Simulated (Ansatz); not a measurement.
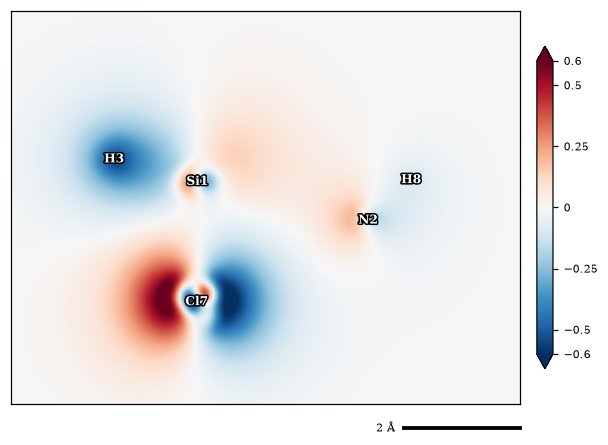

Figure 1: ClH$_{3}$Si···NH$_{3}$. The HOMO−1 on the plane of atoms H3, Si1 and Cl7 (values in Å⁻³ᐟ²; the overall sign is arbitrary).

The product side of a reaction path; geometry: PBE0-D4/def2-TZVP.

Computed with Ansatz, RKS PBE0-D4/def2-TZVPP.

```yaml
atoms:
  - { symbol: Si, position_ang: [-0.3848, 0.5207, -1.2996] }
  - { symbol: N, position_ang: [0.4315, -0.7461, 1.2971] }
  - { symbol: H, position_ang: [-0.7862, 1.1052, -2.6070] }
  - { symbol: H, position_ang: [0.9881, -0.0086, -1.4268] }
  - { symbol: H, position_ang: [-1.3804, -0.5022, -0.9205] }
  - { symbol: H, position_ang: [1.2535, -0.2366, 1.5977] }
  - { symbol: Cl, position_ang: [-0.4355, 2.1128, 0.0153] }
  - { symbol: H, position_ang: [0.6279, -1.7339, 1.4032] }
  - { symbol: H, position_ang: [-0.3142, -0.5112, 1.9407] }
```

### Where does this orbital lie, and at what energy?

By Hirshfeld shares it lies mainly on Cl7 (about 60 %), Si1 (about 15 %) and H3 (about 15 %). Its energy is −8.50 eV.
